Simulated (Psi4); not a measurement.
# C2H4F2 (1,2-difluoroethane): B3LYP/def2-SVP (sweep point 6)

Aim: the vertical ionisation energy of C2H4F2 (1,2-difluoroethane) at B3LYP/def2-SVP (sweep point 6), from 2 runs. 

Program for the calculation: Psi4 1.11.

4 further runs of the same task are left out: 4 set aside as unsound or not needed.

## 1. The molecule

C2H4F2 has 8 atoms, charge 0, and is taken as a singlet. As SMILES, `FCCF`. The shape is that of a PBE0-D4/def2-TZVP optimisation. This is one conformer, not always the lowest.

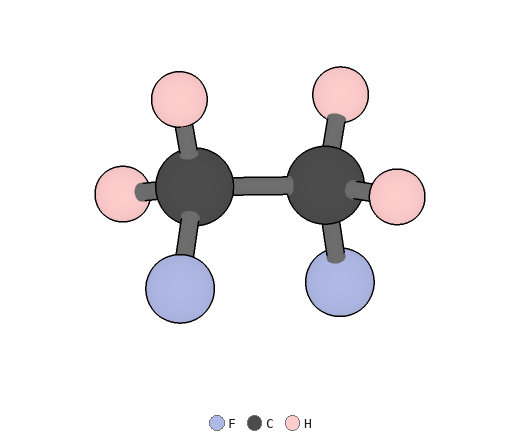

The structure, seen from a chosen angle (fluorine light blue, carbon dark grey, hydrogen pink).

## 2. A single-point energy at B3LYP/def2-SVP (sweep point 6)

input.inp

```
memory 1600 mb

molecule mol {
  0 1
  F     -1.312370     0.775570     0.874010
  C     -0.115750     0.716060     0.193200
  C      0.217900    -0.696080    -0.177380
  F     -0.618130    -1.153280    -1.172850
  H     -0.201180     1.337840    -0.702830
  H      0.670250     1.117960     0.841860
  H      1.248900    -0.742470    -0.544780
  H      0.110390    -1.355610     0.688780
  symmetry c1
}

set {
  puream true
  scf_type pk
  dft_radial_points 99
  dft_spherical_points 590
}

energy("b3lyp/def2-SVP")
print_variables()
```

Launch:

```sh
$ psi4 -n 1 input.inp input.out
```

input.out:

```text
[...]
  Running in c1 symmetry.
[...]
  Nuclear repulsion =  128.134632060919017
[...]
  Multiplicity = 1
[...]
  Nalpha       = 17
  Nbeta        = 17
[...]
    Number of basis functions: 76
[...]
   @RKS iter   1:  -277.95065577761471   -2.96131e-01   6.55435e-03 DIIS/ADIIS
[...]
   @RKS iter   7:  -278.07395659322458   -9.20244e-08   5.76948e-07 DIIS
[...]
    Orbital Energies [Eh]
    ---------------------
    Doubly Occupied:
       1A    -24.667784     2A    -24.667713     3A    -10.268722
       4A    -10.268628     5A     -1.180239     6A     -1.168103
       7A     -0.767020     8A     -0.634838     9A     -0.525251
      10A     -0.524350    11A     -0.497986    12A     -0.466318
      13A     -0.461158    14A     -0.394102    15A     -0.349244
      16A     -0.348242    17A     -0.331061
[...]
  @RKS Final Energy:  -278.07395659322458
   => Energetics <=
    Nuclear Repulsion Energy =            128.1346320609190172
    One-Electron Energy =                -638.0605253997562158
    Two-Electron Energy =                 258.7670908091253636
    DFT Exchange-Correlation Energy =     -26.9151540635126771
    Empirical Dispersion Energy =           0.0000000000000000
    VV10 Nonlocal Energy =                  0.0000000000000000
    Total Energy =                       -278.0739565932245227
[...]
 Multipole Moments:
 ------------------------------------------------------------------------------------
     Multipole            Electronic (a.u.)      Nuclear  (a.u.)        Total (a.u.)
 ------------------------------------------------------------------------------------
 L = 1.  Multiply by 2.5417464519 to convert [e a0] to [Debye]
 Dipole X            :         -3.5195016            4.4835203            0.9640186
 Dipole Y            :         -0.6886042            0.8772153            0.1886110
 Dipole Z            :         -0.5448118            0.6940443            0.1492325
 Magnitude           :                                                    0.9935675
[...]
```

Run time: 12 s. Hardware: 1 thread of Intel Xeon at 2.70GHz, shared host; peak memory 1.1 GiB.

## 3. The doublet cation, same level

job.inp

```
memory 1600 MB

molecule {
  1 2
  F     -1.312370     0.775570     0.874010
  C     -0.115750     0.716060     0.193200
  C      0.217900    -0.696080    -0.177380
  F     -0.618130    -1.153280    -1.172850
  H     -0.201180     1.337840    -0.702830
  H      0.670250     1.117960     0.841860
  H      1.248900    -0.742470    -0.544780
  H      0.110390    -1.355610     0.688780
  units angstrom
  symmetry c1
}

set globals {
  reference uks
  puream true
  scf_type pk
  dft_radial_points 99
  dft_spherical_points 590
  maxiter 100
}

result = energy('b3lyp/def2-SVP')
```

Launch:

```sh
$ psi4 job.inp job.out -n 1
```

job.out:

```text
[...]
  Running in c1 symmetry.
[...]
  Nuclear repulsion =  128.134632060919017
[...]
  Multiplicity = 2
[...]
  Nalpha       = 17
  Nbeta        = 16
[...]
    Number of basis functions: 76
[...]
   @UKS iter   1:  -277.57194259854873    8.25819e-02   4.57403e-03 DIIS/ADIIS
[...]
   @UKS iter  12:  -277.63527000262832   -1.77498e-08   4.63559e-07 DIIS
[...]
   @S^2 Observed:                7.526416950E-01
[...]
    Orbital Energies [Eh]
    ---------------------
    Alpha Occupied:
       1A    -25.008916     2A    -25.008845     3A    -10.574629
       4A    -10.574549     5A     -1.503075     6A     -1.491322
       7A     -1.075839     8A     -0.925966     9A     -0.826449
      10A     -0.821712    11A     -0.814021    12A     -0.765929
      13A     -0.760154    14A     -0.724371    15A     -0.657963
      16A     -0.648037    17A     -0.640004
    Alpha Virtual:
      18A     -0.185873    19A     -0.157292    20A     -0.151141
      21A     -0.101641    22A     -0.099125    23A     -0.093639
      24A     -0.052390    25A      0.173050    26A      0.193852
[...]
  @UKS Final Energy:  -277.63527000262832
   => Energetics <=
    Nuclear Repulsion Energy =            128.1346320609190172
    One-Electron Energy =                -627.7706199642215097
    Two-Electron Energy =                 248.5540408533186394
    DFT Exchange-Correlation Energy =     -26.5533229526444217
    Empirical Dispersion Energy =           0.0000000000000000
    VV10 Nonlocal Energy =                  0.0000000000000000
    Total Energy =                       -277.6352700026283173
[...]
 Multipole Moments:
 ------------------------------------------------------------------------------------
     Multipole            Electronic (a.u.)      Nuclear  (a.u.)        Total (a.u.)
 ------------------------------------------------------------------------------------
 L = 1.  Multiply by 2.5417464519 to convert [e a0] to [Debye]
 Dipole X            :         -2.9731039            4.4835203            1.5104164
 Dipole Y            :         -0.5816856            0.8772153            0.2955296
 Dipole Z            :         -0.4602256            0.6940443            0.2338188
 Magnitude           :                                                    1.5567166
[...]
```

It took 29 s on 1 thread of Intel Xeon at 2.70GHz, shared host; peak memory 1.1 GiB.

## 4. What came out

At B3LYP/def2-SVP (sweep point 6):

```
                                          quantity          value
                      singlet C2H4F2: total energy  -278.07396 Eh
                     singlet C2H4F2: dipole moment         2.53 D
                       singlet C2H4F2: HOMO energy       -9.01 eV
                       singlet C2H4F2: LUMO energy        1.58 eV
                     singlet C2H4F2: HOMO–LUMO gap       10.59 eV
                      doublet cation: total energy  -277.63527 Eh
doublet cation: HOMO energy (highest over α and β)      -17.18 eV
 doublet cation: LUMO energy (lowest over α and β)      -14.88 eV
                              doublet cation: ⟨S²⟩          0.753
vertical ionisation energy (to the doublet cation)      11.937 eV
```

Removing an electron at fixed nuclei costs 11.94 eV (275 kcal/mol). −ε(HOMO) before ionisation, 9.01 eV, is 2.93 eV below this ionisation energy.
